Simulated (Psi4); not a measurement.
# TiH4O4 (SMILES O[Ti](O)(O)O): a chain of runs

Wanted: a structure relaxation (singlet TiH4O4, CAM-B3LYP/def2-SVPD), then a single-point energy (doublet [TiH4O4]+, UCAM-B3LYP/def2-SVPD), then a geometry optimisation (doublet [TiH4O4]+, UCAM-B3LYP/def2-SVPD), then the energy (doublet [TiH4O4]−, UCAM-B3LYP/def2-SVPD), then a geometry optimisation (doublet [TiH4O4]−, UCAM-B3LYP/def2-SVPD) of H4O4Ti. 

The calculation is run with Psi4 1.11.

**1. The molecule**

TiH4O4 has 9 atoms, charge 0, and is taken as a singlet. SMILES: `O[Ti](O)(O)O`. The shape is that of a PBE0-D4/def2-TZVP optimisation. This is one conformer, not always the lowest. The run starts from this shape.

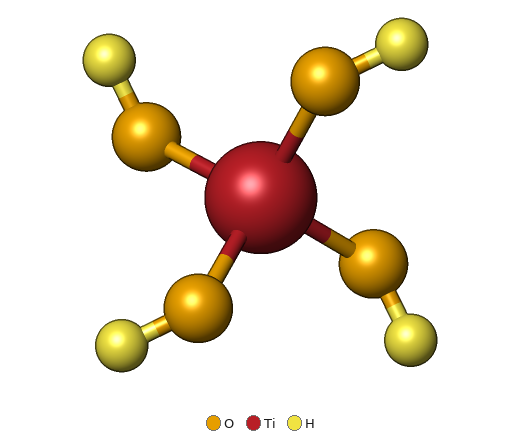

The structure, seen from a chosen angle (oxygen amber, titanium red, hydrogen yellow).

**2. A structure relaxation at CAM-B3LYP/def2-SVPD (density fitting) (run 1)**

run.py reads:

```python
import psi4

psi4.set_memory('1600 MB')
psi4.set_num_threads(1)
psi4.set_output_file('output.dat', False)

m = psi4.geometry("""
0 1
O
Ti 1 1.801112
O 2 1.801132 1 108.51658
O 2 1.80113 1 109.94322 3 -120.28766
O 2 1.801072 1 109.95917 3 120.28951
H 1 0.957898 2 129.53955 5 -107.41344
H 3 0.9579 2 129.52252 5 12.02865
H 4 0.957948 2 129.54218 5 -132.29936
H 5 0.957931 2 129.57975 1 -11.98708
units angstrom
symmetry c1
""")

psi4.set_options(dict(basis='def2-SVPD', reference='rks'))

e = psi4.optimize("cam-b3lyp")
print('E =', round(e, 9))
print(m.to_string(dtype='xyz', units='Angstrom'))
```

Run with:

```bash
$ python run.py
```

output.dat:

```text
[...]
  Running in c1 symmetry.
[...]
  Nuclear repulsion =  327.335103363792427
[...]
  Multiplicity = 1
[...]
  Nalpha       = 29
  Nbeta        = 29
[...]
    Number of basis functions: 158
[...]
   @DF-RKS iter   1: -1151.70169420903858   -8.19232e-01   9.77038e-03 ADIIS/DIIS
[...]
   @DF-RKS iter   8: -1152.62606083866535   -9.09495e-13   9.00801e-10 DIIS
[...]
  @DF-RKS Final Energy: -1152.62606083866535
   => Energetics <=
    Nuclear Repulsion Energy =            327.8692121317795909
    One-Electron Energy =               -2233.6235403879582009
    Two-Electron Energy =                 811.9969193573372195
    DFT Exchange-Correlation Energy =     -58.8686519398238346
    Empirical Dispersion Energy =           0.0000000000000000
    VV10 Nonlocal Energy =                  0.0000000000000000
    Total Energy =                      -1152.6260608386653530
[...]
  -Total Gradient:
     Atom            X                  Y                   Z
    ------   -----------------  -----------------  -----------------
       1        0.000058881125     0.000162867639     0.000025311822
       2        0.000000371630     0.000000630309    -0.000000837226
       3       -0.000058839629     0.000073284057     0.000147107876
       4       -0.000075561928    -0.000083412000    -0.000133644936
       5        0.000075234856    -0.000153624261    -0.000037796972
       6       -0.000001351466    -0.000085170580     0.000020585479
       7        0.000001529782    -0.000007073451    -0.000086982142
       8        0.000065963355     0.000045085220     0.000034489817
       9       -0.000066158104     0.000047058922     0.000032210705
[...]
```

The script printed:

```text
Optimizer: Optimization complete!
E = -1152.626060839
9
0 1 H4O4Ti
O                     0.000003644771    -0.000001149422    -1.791622830391
Ti                    0.000003644771    -0.000001149422     0.000002931179
O                     0.000003644771    -1.704837826140     0.550882703175
O                    -1.448611510084     0.852418257279     0.620350911395
O                     1.448598444706     0.852418882631     0.620385450184
H                    -0.425606067999     0.447228085550    -2.525747951482
H                     0.425607594600    -2.265889297778     1.202174433462
H                    -2.305397070782     0.658881235571     1.005786439822
H                     2.305313808503     1.159863794325     0.317707388856
```

Wall time 5.5 min (1 thread of Intel Xeon 6975P-C (Granite Rapids), shared host); peak memory 1.4 GiB.

Step by step:

| step | energy from the first frame kept (eV) | largest force (eV/Å) |
| --- | --- | --- |
| 0 | 0.0000 | 0.2860 |
| 2 | -0.0198 | 0.2260 |
| 4 | -0.0280 | 0.0239 |
| 6 | -0.0280 | 0.0116 |
| 8 | -0.0307 | 0.0269 |
| 10 | -0.0298 | 0.0761 |
| 12 | -0.0279 | 0.0145 |
| 14 | -0.0285 | 0.0167 |
| 16 | -0.0336 | 0.0260 |
| 18 | -0.0277 | 0.0211 |
| 20 | -0.0332 | 0.0245 |
| 22 | -0.0273 | 0.0911 |
| 24 | -0.0338 | 0.0268 |
| 26 | -0.0286 | 0.0154 |
| 27 | -0.0282 | 0.0090 |

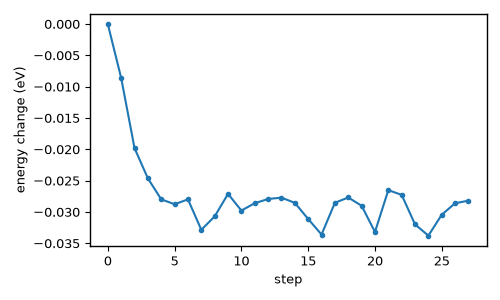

Energy along the run.

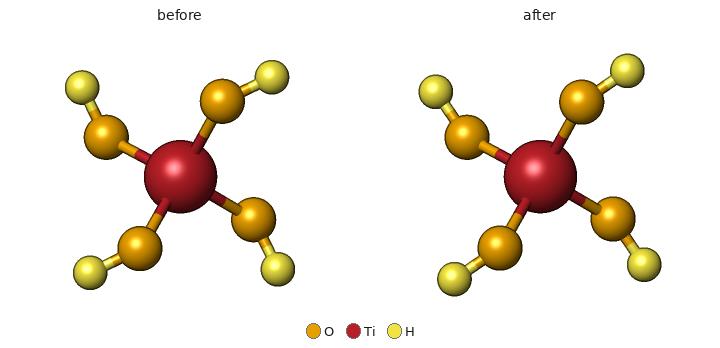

Before and after, at one scale.

After the run. Bond lengths: O1–Ti2 1.792 Å, Ti2–O3 1.792 Å, Ti2–O4 1.792 Å, Ti2–O5 1.792 Å, O1–H6 0.959 Å, O3–H7 0.959 Å, O4–H8 0.959 Å, O5–H9 0.959 Å. Angles: O1–Ti2–O3 107.9°, O1–Ti2–O4 110.3°, O1–Ti2–O5 110.3°, O3–Ti2–O4 110.3°, O3–Ti2–O5 110.3°, O4–Ti2–O5 107.9°, Ti2–O1–H6 139.9°, Ti2–O3–H7 139.9°, Ti2–O4–H8 139.9°, Ti2–O5–H9 139.9°.

**3. The doublet cation: the energy at UCAM-B3LYP/def2-SVPD (density fitting) (run 2)**

calc.py reads:

```python
import psi4

psi4.set_memory('1600 MB')
psi4.set_num_threads(1)
psi4.core.set_output_file('h4o4ti.out', False)

molecule = psi4.geometry("""
1 2
O     -0.23543153     2.38422399    -2.39246886
Ti     0.00014173     0.00010771    -0.00011905
O      3.11306490    -1.32263821    -0.15158816
O     -2.32336158    -2.40853153    -0.51263923
O     -0.55372566     1.34737284     3.05617847
H     -1.38953452     2.96405621    -3.66430557
H      4.45926799    -1.83162083     0.95041130
H     -2.45084817    -4.09911265    -1.15405385
H     -0.61854893     2.96713836     3.86728105
units au
symmetry c1
""")

psi4.set_options({
    'basis': 'def2-SVPD',
    'reference': 'uks',
})

result, w = psi4.energy("cam-b3lyp", return_wfn=True)
print('E =', round(result, 9))
for k, v in sorted(psi4.core.scalar_variables().items()):
    print(f'{k:45s} {v:18.10f}')
```

Run with:

```bash
$ python calc.py
```

h4o4ti.out:

```text
[...]
  Running in c1 symmetry.
[...]
  Nuclear repulsion =  327.869197548361853
[...]
  Multiplicity = 2
[...]
  Nalpha       = 29
  Nbeta        = 28
[...]
    Number of basis functions: 158
[...]
   @DF-UKS iter   1: -1151.52927199242185   -6.40623e-01   8.23584e-03 ADIIS/DIIS
[...]
   @DF-UKS iter  24: -1152.21112249836051   -8.84152e-08   5.29062e-07 DIIS
[...]
   @S^2 Observed:                7.932158530E-01
[...]
  @DF-UKS Final Energy: -1152.21112249836051
   => Energetics <=
    Nuclear Repulsion Energy =            327.8691975483618535
    One-Electron Energy =               -2219.9917086862924407
    Two-Electron Energy =                 798.5597756141838772
    DFT Exchange-Correlation Energy =     -58.6483869746135795
    Empirical Dispersion Energy =           0.0000000000000000
    VV10 Nonlocal Energy =                  0.0000000000000000
    Total Energy =                      -1152.2111224983602824
[...]
 Multipole Moments:
 ------------------------------------------------------------------------------------
     Multipole            Electronic (a.u.)      Nuclear  (a.u.)        Total (a.u.)
 ------------------------------------------------------------------------------------
 L = 1.  Multiply by 2.5417464519 to convert [e a0] to [Debye]
 Dipole X            :         -0.7281736           -0.0001143           -0.7282879
 Dipole Y            :         -0.2686102            0.0000150           -0.2685952
 Dipole Z            :          0.6432762           -0.0000946            0.6431815
 Magnitude           :                                                    1.0080819
[...]
```

The script printed:

```text
E = -1152.211122498
CURRENT ENERGY                                  -1152.2111224984
CURRENT REFERENCE ENERGY                        -1152.2111224984
DD SOLVATION ENERGY                                 0.0000000000
DFT FUNCTIONAL TOTAL ENERGY                     -1152.2111224984
DFT TOTAL ENERGY                                -1152.2111224984
DFT VV10 ENERGY                                     0.0000000000
DFT XC ENERGY                                     -58.6483869746
GRID ELECTRONS ALPHA                               28.9999458158
GRID ELECTRONS BETA                                27.9999472386
GRID ELECTRONS TOTAL                               56.9998930545
NUCLEAR REPULSION ENERGY                          327.8691975484
ONE-ELECTRON ENERGY                             -2219.9917086863
PCM POLARIZATION ENERGY                             0.0000000000
PE ENERGY                                           0.0000000000
SCF ITERATION ENERGY                            -1152.2111224984
SCF ITERATIONS                                     24.0000000000
SCF TOTAL ENERGY                                -1152.2111224984
TWO-ELECTRON ENERGY                               798.5597756142
XC GRID RADIAL POINTS                              75.0000000000
XC GRID SPHERICAL POINTS                          302.0000000000
XC GRID TOTAL POINTS                           196380.0000000000
```

Run time: 33 s. Hardware: 1 thread of Intel Xeon 6975P-C (Granite Rapids), shared host; peak memory 1.3 GiB.

**4. The doublet cation: a structure relaxation at UCAM-B3LYP/def2-SVPD (density fitting) (run 3)**

calc.in reads:

```
memory 1.6 GB

molecule m {
  1 2
  O     -0.124585     1.261677    -1.266040
  Ti     0.000075     0.000057    -0.000063
  O      1.647363    -0.699910    -0.080217
  O     -1.229470    -1.274540    -0.271277
  O     -0.293019     0.712999     1.617260
  H     -0.735310     1.568511    -1.939067
  H      2.359743    -0.969252     0.502936
  H     -1.296933    -2.169157    -0.610699
  H     -0.327322     1.570142     2.046477
  units angstrom
  symmetry c1
}

set reference uks
set geom_maxiter 50

e_tot, wfn = optimize('cam-b3lyp/def2-SVPD', return_wfn=True)
print_variables()
```

Run with:

```bash
$ psi4 -n 1 calc.in calc.out
```

calc.out:

```text
Psi4 1.11 release

gradient() will perform analytic gradient computation.

   => Loading Basis Set <=

    Name: DEF2-SVPD
    Role: ORBITAL
    Keyword: BASIS

         ---------------------------------------------------------
                                   SCF
                              UKS Reference
                        1 Threads,   1525 MiB Core
         ---------------------------------------------------------

  ==> Geometry <==

    Molecular point group: c1
    Full point group: C1

[... 159 lines left out ...]
   @DF-UKS iter   7: -1152.21065373763759   -5.28792e-04   5.92316e-05 DIIS
[... 19 lines left out ...]
   @DF-UKS iter  27: -1152.21112249463454   -6.96446e-10   3.24385e-08 DIIS
[... 142 lines left out ...]
                           Total Energy        Delta E     RMS |[F,P]|
[... 20 lines left out ...]
   @DF-UKS iter  19: -1152.23623843362316   -1.15961e-11   9.79611e-09 DIIS
[... 175 lines left out ...]
ValueError: The truth value of an array with more than one element is ambiguous. Use a.any() or a.all()
[... 10 lines left out ...]
!----------------------------------------------------------------------------------!
!                                                                                  !
!  The truth value of an array with more than one element is ambiguous. Use        !
!     a.any() or a.all()                                                           !
!                                                                                  !
!----------------------------------------------------------------------------------!

    Psi4 run time: 0:02:42.84

[set-up sections that repeat, and orbital energies of the middle runs, are left out above]
```

Wall time 2.7 min (1 thread of Intel Xeon 6975P-C (Granite Rapids), shared host); peak memory 1.4 GiB.

The job stopped with an error part of the way.

**5. The doublet anion: the energy at UCAM-B3LYP/def2-SVPD (density fitting) (run 4)**

input.in reads:

```
memory 1.6 GB

molecule {
  -1 2
  O     -0.124585     1.261677    -1.266040
  Ti     0.000075     0.000057    -0.000063
  O      1.647363    -0.699910    -0.080217
  O     -1.229470    -1.274540    -0.271277
  O     -0.293019     0.712999     1.617260
  H     -0.735310     1.568511    -1.939067
  H      2.359743    -0.969252     0.502936
  H     -1.296933    -2.169157    -0.610699
  H     -0.327322     1.570142     2.046477
  symmetry c1
}

set reference uks

energy_value, wavefunction = energy('cam-b3lyp/def2-SVPD', return_wfn=True)
print_variables()
```

Run with:

```bash
$ psi4 -i input.in -o input.out -n 1
```

input.out:

```text
[...]
  Running in c1 symmetry.
[...]
  Nuclear repulsion =  327.869197349248736
[...]
  Multiplicity = 2
[...]
  Nalpha       = 30
  Nbeta        = 29
[...]
    Number of basis functions: 158
[...]
   @DF-UKS iter   1: -1151.67184412506367   -7.83195e-01   9.76548e-03 DIIS/ADIIS
[...]
   @DF-UKS iter  13: -1152.60875366413075   -2.16179e-07   1.26272e-07 DIIS
[...]
   @S^2 Observed:                7.528234601E-01
[...]
  @DF-UKS Final Energy: -1152.60875366413075
   => Energetics <=
    Nuclear Repulsion Energy =            327.8691973492487364
    One-Electron Energy =               -2248.5846235075450750
    Two-Electron Energy =                 827.2674110693250213
    DFT Exchange-Correlation Energy =     -59.1607385751593071
    Empirical Dispersion Energy =           0.0000000000000000
    VV10 Nonlocal Energy =                  0.0000000000000000
    Total Energy =                      -1152.6087536641305178
[...]
 Multipole Moments:
 ------------------------------------------------------------------------------------
     Multipole            Electronic (a.u.)      Nuclear  (a.u.)        Total (a.u.)
 ------------------------------------------------------------------------------------
 L = 1.  Multiply by 2.5417464519 to convert [e a0] to [Debye]
 Dipole X            :          0.0000681           -0.0001143           -0.0000462
 Dipole Y            :          0.0000329            0.0000150            0.0000478
 Dipole Z            :          0.0001188           -0.0000946            0.0000242
 Magnitude           :                                                    0.0000708
[...]
```

It took 20 s on 1 thread of Intel Xeon 6975P-C (Granite Rapids), shared host; peak memory 1.3 GiB.

**6. The doublet anion: a geometry optimisation at UCAM-B3LYP/def2-SVPD (density fitting) (run 5)**

h4o4ti.xyz reads:

```xyz
9
H4O4Ti
O     -0.124585     1.261677    -1.266040
Ti     0.000075     0.000057    -0.000063
O      1.647363    -0.699910    -0.080217
O     -1.229470    -1.274540    -0.271277
O     -0.293019     0.712999     1.617260
H     -0.735310     1.568511    -1.939067
H      2.359743    -0.969252     0.502936
H     -1.296933    -2.169157    -0.610699
H     -0.327322     1.570142     2.046477
```

h4o4ti.py reads:

```python
import psi4

psi4.set_memory(1600000000)
psi4.set_num_threads(1)
psi4.set_output_file('run.log', False)

with open('h4o4ti.xyz') as f:
    atoms = ''.join(f.readlines()[2:])
m = psi4.geometry('-1 2\n' + atoms + 'symmetry c1')

psi4.set_options({
    'basis': 'def2-SVPD',
    'reference': 'uks',
    'geom_maxiter': 50,
})

e_tot = psi4.optimize("CAM-B3LYP")
print('E =', round(e_tot, 9))
print(m.to_string(dtype='xyz', units='Angstrom'))
```

Run with:

```bash
$ python h4o4ti.py
```

run.log:

```text
[...]
  Running in c1 symmetry.
[...]
  Nuclear repulsion =  327.869197349248736
[...]
  Multiplicity = 2
[...]
  Nalpha       = 30
  Nbeta        = 29
[...]
    Number of basis functions: 158
[...]
  -Total Gradient:
     Atom            X                  Y                   Z
    ------   -----------------  -----------------  -----------------
       1        0.000006379913    -0.000030462764     0.000007782127
       2       -0.000000451448    -0.000000076783    -0.000000770544
       3       -0.000019030260     0.000026566235     0.000004262503
       4        0.000024320046     0.000011569947     0.000018543340
       5       -0.000010795473    -0.000007449420    -0.000029132389
       6       -0.000015108536    -0.000018016492    -0.000014990536
       7        0.000006261360     0.000014558776     0.000022430883
       8        0.000019440427    -0.000018621441     0.000004976498
       9       -0.000011098718     0.000022104108    -0.000013079863
[...]
    Final optimized geometry and variables:
    Molecular point group: c1
    Full point group: C1
    Geometry (in Angstrom), charge = -1, multiplicity = 2:
    O           -0.251615898453     1.218293278084    -1.464159766089
    TI          -0.000000545849    -0.000002432052    -0.000002498418
    O            1.807913552631    -0.644168018947     0.088321302799
    O           -1.165873214579    -1.505006424646    -0.258872561587
    O           -0.390419535916     0.930887624345     1.634721857135
    H           -1.122740609778     1.600793363063    -1.607306617551
    H            2.049641544512    -1.258873862507     0.787863559350
    H           -1.057279673930    -2.048395392659    -1.045378034475
    H            0.130326883324     1.706489092191     1.864768040764
```

The script printed:

```text
Optimizer: Optimization complete!
E = -1152.65151899
9
-1 2 H4O4Ti
O                    -0.251615898453     1.218293278084    -1.464159766089
Ti                   -0.000000545849    -0.000002432052    -0.000002498418
O                     1.807913552631    -0.644168018947     0.088321302799
O                    -1.165873214579    -1.505006424646    -0.258872561587
O                    -0.390419535916     0.930887624345     1.634721857135
H                    -1.122740609778     1.600793363063    -1.607306617551
H                     2.049641544512    -1.258873862507     0.787863559350
H                    -1.057279673930    -2.048395392659    -1.045378034475
H                     0.130326883324     1.706489092191     1.864768040764
```

Wall time 4.7 min (1 thread of Intel Xeon 6975P-C (Granite Rapids), shared host); peak memory 1.4 GiB.

Step by step:

| step | energy from the first frame kept (eV) | largest force (eV/Å) |
| --- | --- | --- |
| 0 | 0.0000 | 3.4015 |
| 1 | -0.8033 | 0.6474 |
| 2 | -0.8564 | 0.2347 |
| 3 | -0.9304 | 0.2657 |
| 4 | -1.0362 | 0.1785 |
| 5 | -1.0444 | 0.1441 |
| 6 | -1.0554 | 0.1427 |
| 7 | -1.1127 | 0.2808 |
| 8 | -1.1301 | 0.3252 |
| 9 | -1.1443 | 0.1488 |
| 10 | -1.1611 | 0.1038 |
| 11 | -1.1635 | 0.0503 |
| 12 | -1.1639 | 0.0066 |
| 13 | -1.1637 | 0.0017 |

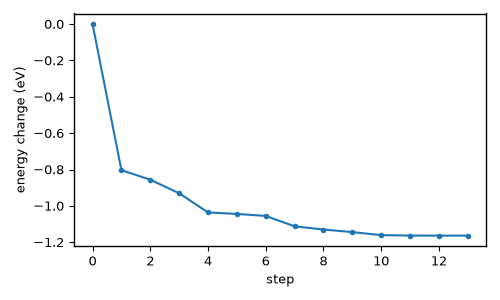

Energy along the run.

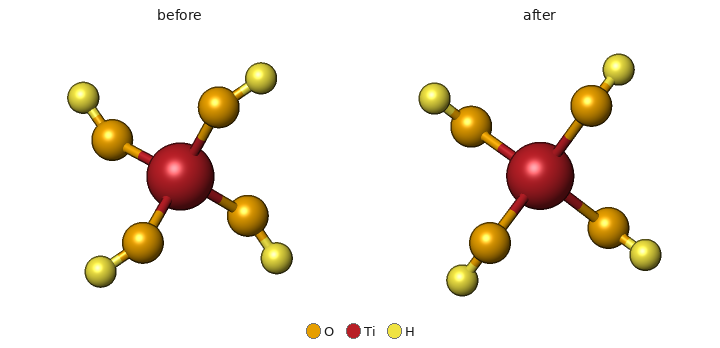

Before and after, at one scale.

After the run. Bond lengths: O1–Ti2 1.921 Å, Ti2–O3 1.921 Å, Ti2–O4 1.921 Å, Ti2–O5 1.921 Å, O1–H6 0.962 Å, O3–H7 0.962 Å, O4–H8 0.962 Å, O5–H9 0.962 Å. Angles: O1–Ti2–O3 111.8°, O1–Ti2–O4 108.3°, O1–Ti2–O5 108.3°, O3–Ti2–O4 108.3°, O3–Ti2–O5 108.3°, O4–Ti2–O5 111.8°, Ti2–O1–H6 119.0°, Ti2–O3–H7 119.0°, Ti2–O4–H8 119.0°, Ti2–O5–H9 119.0°.

**7. Outcome**

| quantity | value |
| --- | --- |
| run 1, CAM-B3LYP/def2-SVPD: total energy at the end | -1152.62606 Eh |
| run 1, CAM-B3LYP/def2-SVPD: dipole moment | 0.00 D |
| run 1, CAM-B3LYP/def2-SVPD: HOMO energy | -10.38 eV |
| run 1, CAM-B3LYP/def2-SVPD: LUMO energy | -0.14 eV |
| run 1, CAM-B3LYP/def2-SVPD: HOMO–LUMO gap | 10.24 eV |
| doublet cation, run 2: total energy | -1152.21112 Eh |
| doublet cation, run 2: HOMO energy (highest over α and β) | -15.73 eV |
| doublet cation, run 2: LUMO energy (lowest over α and β) | -12.19 eV |
| doublet cation, run 2: ⟨S²⟩ | 0.793 |
| doublet anion, run 4: total energy | -1152.60875 Eh |
| doublet anion, run 4: HOMO energy (highest over α and β) | 1.20 eV |
| doublet anion, run 4: LUMO energy (lowest over α and β) | 3.96 eV |
| doublet anion, run 4: ⟨S²⟩ | 0.753 |
| doublet anion, run 5: total energy at the end | -1152.65152 Eh |
| doublet anion, run 5: HOMO energy (highest over α and β) | -0.99 eV |
| doublet anion, run 5: LUMO energy (lowest over α and β) | 3.86 eV |
| doublet cation, run 3 | no result (stopped) |
| adiabatic electron affinity (to the doublet anion, no zero-point term) | 0.693 eV |

**Reading.** The adiabatic electron affinity (to the doublet anion, no zero-point term) is 0.69 eV (16.0 kcal/mol). The optimisation (run 1, CAM-B3LYP/def2-SVPD) took 28 steps and changed the energy by -0.028 eV. The HOMO (doublet anion, run 4) lies at positive energy, 1.20 eV; only total energies tell whether the electron is bound. The optimisation (doublet anion, run 5) took 14 steps and changed the energy by -1.164 eV. 1 of the 5 runs did not end normally.
